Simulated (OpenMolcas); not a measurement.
Single-point calculation of HfF$_{4}$ (part 2 of 2)

HfF$_{4}$; CASPT2/ANO-R1, sfX2C (OpenMolcas 26.06). The geometry comes from this level: GFN2-xTB.

Geometry of the input (Å):
```
F  -0.8762  -0.1206  1.5924
Hf 0.0003  0.0003  0.0000
F  1.5618  -0.9327  0.0939
F  -1.0433  -0.6954  -1.3207
F  0.3575  1.7483  -0.3657
```

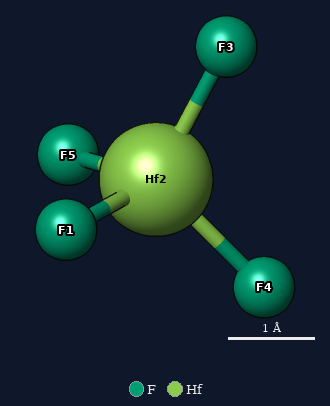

*The structure as given in the input (ball-and-stick view, seen at a tilt; atoms are numbered from 1 in the order of the input). Sticks mark near contacts.*

### What the program printed, continued
```
      ************************************************************************************************************************
      *                                                    Final results                                                     *
      ************************************************************************************************************************

++    Final optimization conditions:
      ------------------------------

      Average CI energy                          -15472.37668496
      RASSCF energy for state  1                 -15472.37668496
      Super-CI energy                                -0.00000000
      RASSCF energy change                            0.00000000
      Max change in MO coefficients               1.272E-04
      Max non-diagonal density matrix element    -1.016E-04
      Maximum BLB matrix element                  8.933E-06
      (orbital pair  51,  78 in symmetry   1)
      Norm of electronic gradient            3.048E-05
--

      Final state energy(ies):
      ------------------------

::    RASSCF root number  1 Total energy: -15472.37668496
      Von Neumann Entropy (Root   1) =  0.29612

      Mulliken population analysis for root number:  1
      -----------------------------------------------

++    Molecular charges:
      ------------------

      Mulliken charges per centre
      ---------------------------

                F1      HF2     F3      F4      F5
      Total    9.4337 70.2837  9.4515  9.4514  9.3798

      N-E     -0.4337  1.7163 -0.4515 -0.4514 -0.3798

      Total electronic charge=  108.000000

      Total            charge=   -0.000000
--

      Expectation values of various properties for root number:  1
      -----------------------------------------------------------

++    Molecular properties:
      ---------------------

      Charge (e):
                      =   -0.0000
      Dipole Moment (debye):
      Origin of the operator (angstrom)=    0.0002    0.0002    0.0000
                   X=  3.0778E-02               Y=  3.5193E-01               Z=  7.0417E-03           Total=  3.5335E-01
      Quadrupole Moment (debye*angstrom):
      Origin of the operator (angstrom)=    0.0002    0.0002    0.0000
                  XX= -5.1653E+01              XY=  1.8589E-01              XZ= -1.0566E-01              YY= -5.0872E+01
                  YZ= -1.9858E-01              ZZ= -5.1572E+01
      In traceless form (debye*angstrom)
                  XX= -4.3113E-01              XY=  2.7884E-01              XZ= -1.5849E-01              YY=  7.4037E-01
                  YZ= -2.9786E-01              ZZ= -3.0923E-01
--

      LoProp population analysis for root number:  1
      -----------------------------------------------

++    LoProp analysis:
      ----------------

++    Static properties:
      ------------------

      LoProp Charges per center

                   F1       HF2      F3       F4       F5
      Nuclear      9.0000  72.0000   9.0000   9.0000   9.0000
      Electronic  -9.4558 -70.2068  -9.4685  -9.4686  -9.4003

      Total       -0.4558   1.7932  -0.4685  -0.4686  -0.4003
--

      Natural Bond Order analysis for root number:  1

++    Natural Bond Order analysis
      ---------------------------
      Based on LoProp computed density
      -------------------------------------------------------------------------------------
      Atom A       Atom B       Bond Order
      -------------------------------------------------------------------------------------
      NBO located      1.000 non-bonded electrons on atom F1
      NBO located      1.006 non-bonded electrons on atom F1
      NBO located      1.018 non-bonded electrons on atom F1
      NBO located      0.985 non-bonded electrons on atom HF2
      NBO located      0.991 non-bonded electrons on atom HF2
      NBO located      0.992 non-bonded electrons on atom HF2
      NBO located      0.992 non-bonded electrons on atom HF2
      NBO located      1.003 non-bonded electrons on atom HF2
      NBO located      1.002 non-bonded electrons on atom HF2
      NBO located      1.002 non-bonded electrons on atom HF2
      NBO located      1.001 non-bonded electrons on atom HF2
      NBO located      0.999 non-bonded electrons on atom HF2
      NBO located      0.999 non-bonded electrons on atom HF2
      NBO located      1.000 non-bonded electrons on atom HF2
      NBO located      1.000 non-bonded electrons on atom HF2
      NBO located      1.000 non-bonded electrons on atom HF2
      NBO located      1.000 non-bonded electrons on atom HF2
      NBO located      1.000 non-bonded electrons on atom HF2
      NBO located      1.000 non-bonded electrons on atom HF2
      NBO located      1.000 non-bonded electrons on atom HF2
      NBO located      1.000 non-bonded electrons on atom HF2
      NBO located      1.000 non-bonded electrons on atom HF2
      NBO located      1.000 non-bonded electrons on atom HF2
      NBO located      1.000 non-bonded electrons on atom HF2
      NBO located      1.000 non-bonded electrons on atom HF2
      NBO located      1.000 non-bonded electrons on atom HF2
      NBO located      1.000 non-bonded electrons on atom HF2
      NBO located      1.000 non-bonded electrons on atom HF2
      NBO located      1.000 non-bonded electrons on atom HF2
      NBO located      1.000 non-bonded electrons on atom HF2
      NBO located      1.000 non-bonded electrons on atom HF2
      NBO located      1.000 non-bonded electrons on atom HF2
      NBO located      1.000 non-bonded electrons on atom HF2
      NBO located      1.000 non-bonded electrons on atom HF2
      NBO located      1.000 non-bonded electrons on atom HF2
      NBO located      1.000 non-bonded electrons on atom HF2
      NBO located      1.000 non-bonded electrons on atom HF2
      NBO located      1.000 non-bonded electrons on atom F3
      NBO located      1.005 non-bonded electrons on atom F3
      NBO located      1.013 non-bonded electrons on atom F3
      NBO located      1.000 non-bonded electrons on atom F4
      NBO located      1.013 non-bonded electrons on atom F4
      NBO located      1.009 non-bonded electrons on atom F4
      NBO located      1.000 non-bonded electrons on atom F5
      NBO located      0.988 non-bonded electrons on atom F5
      NBO located      0.986 non-bonded electrons on atom F5
      The remaining    9.086 electrons are to be considered as diffuse
--

--

      Average orbitals are written to the RASORB file
      Natural orbitals for root   1 are written to the RASORB.1 file
      Spin density orbitals for root   1 are written to the SPDORB.1 file

--- Stop Module: rasscf /rc=_RC_ALL_IS_WELL_ ---
--- Module rasscf spent 7 seconds ---

--- Start Module: caspt2 ---

                                              &CASPT2

                       available to each process: 1.9 GB of memory, 1 thread

++    Wave function specifications:
      -----------------------------

      Number of closed shell electrons          32
      Number of electrons in active shells       8
      Max number of holes in RAS1 space          0
      Max number of electrons in RAS3 space      0
      Number of inactive orbitals               16
      Number of active orbitals                  9
      Number of secondary orbitals              53
      Spin quantum number                      0.0
      State symmetry                             1
      Number of CSFs                          5292
      Number of CASSCF root(s) available         1
      CASPT2 state passed to geometry opt.       1
      A file JOBMIX will be created
      This is a CASSCF or RASSCF reference function
--

++    Orbital specifications:
      -----------------------

      Symmetry species                           1
                                                 a
      Frozen orbitals                           34
      Inactive orbitals                         16
      Active orbitals                            9
      Secondary orbitals                        53
      Deleted orbitals                           0
      Number of basis functions                112
--

++    CASPT2 specifications:
      ----------------------

      Type of calculation                        SS-CASPT2
      Fock operator                              state-specific
      IPEA shift                                 0.25
      Real shift                                 0.00
      Imaginary shift                            0.00
      The input orbitals will be transformed to quasi-canonical
--

--------------------------------------------------------------------------------
 Estimated memory requirements:
  POLY3 :                   993050
  RHS:                      686464
  SIGMA :                  1074256
  PRPCTL:                        0
 Available workspace:    232455209

++ CASPT2 computation for group   1

********************************************************************************
 Multi-State initialization phase begins for group   1
--------------------------------------------------------------------------------
********************************************************************************
 Compute H0 matrices for state    1
--------------------------------------------------------------------------------
--------------------------------------------------------------------------------
 H0 matrices have been computed.

********************************************************************************
  CASPT2 EQUATION SOLUTION
--------------------------------------------------------------------------------

  Total nr of CASPT2 parameters:
   Before reduction:     1198704
   After  reduction:     1197166

 Variance of |WF0>:       4.6965947601

 The contributions to the second order correlation energy in atomic units.
-----------------------------------------------------------------------------------------------------------------------------
  IT.      VJTU        VJTI        ATVX        AIVX        VJAI        BVAT        BJAT        BJAI        TOTAL       RNORM
-----------------------------------------------------------------------------------------------------------------------------
   1    -0.000988   -0.000610   -0.017937   -0.044833   -0.015074   -0.052333   -0.040870   -0.637756   -0.810401    0.038145
   2    -0.001066   -0.000708   -0.018209   -0.047188   -0.015758   -0.052703   -0.041236   -0.639559   -0.816428    0.009139
   3    -0.001103   -0.000718   -0.018216   -0.047187   -0.015750   -0.052704   -0.041220   -0.639458   -0.816357    0.002814
   4    -0.001107   -0.000723   -0.018195   -0.047112   -0.015723   -0.052695   -0.041197   -0.639331   -0.816083    0.000716
   5    -0.001109   -0.000723   -0.018195   -0.047117   -0.015721   -0.052694   -0.041202   -0.639337   -0.816097    0.000194
   6    -0.001109   -0.000723   -0.018196   -0.047120   -0.015722   -0.052694   -0.041203   -0.639345   -0.816113    0.000041
   7    -0.001109   -0.000723   -0.018196   -0.047120   -0.015722   -0.052694   -0.041203   -0.639346   -0.816113    0.000011
   8    -0.001109   -0.000723   -0.018196   -0.047120   -0.015722   -0.052694   -0.041203   -0.639345   -0.816112    0.000003
-----------------------------------------------------------------------------------------------------------------------------

  FINAL CASPT2 RESULT:

      Reference energy:      -15472.3766849568
      E2 (Non-variational):      -0.8161121949
      E2 (Variational):          -0.8161122381
      Total energy:          -15473.1927971949
      Residual norm:              0.0000008412
      Reference weight:           0.85383

      Contributions to the CASPT2 correlation energy
      Active & Virtual Only:         -0.0708897515
      One Inactive Excited:          -0.0894321147
      Two Inactive Excited:          -0.6557903287

++ Denominators, etc.
--------------------------------------------------------------------------------------------------------------
 Report on small energy denominators, large coefficients, and large energy contributions.
CASE  SYMM ACTIVE-MIX  NON-ACTIVE INDICES          DENOMINATOR     RHS VALUE       COEFFICIENT     CONTRIBUTION
--

   (Skipping property calculation,
    use PROP keyword to activate)
--

  Total CASPT2 energies:
::    CASPT2 Root  1     Total energy: -15473.19279719

  A NEW JOBIPH FILE NAMED 'JOBMIX' IS PREPARED.
********************************************************************************
--- Stop Module: caspt2 /rc=_RC_ALL_IS_WELL_ ---
--- Module caspt2 spent 8 seconds ---

.##################.
.# Happy landing! #.
.##################.

    Timing: Wall=42.68 User=40.39 System=2.26
```

### Key numbers

- outcome: converged
- total energy: −15473.192797 hartree
- CASSCF energy: −15472.376685 hartree
- basis functions: 112
- wall time: 43 s
- peak memory: 0.53 GiB
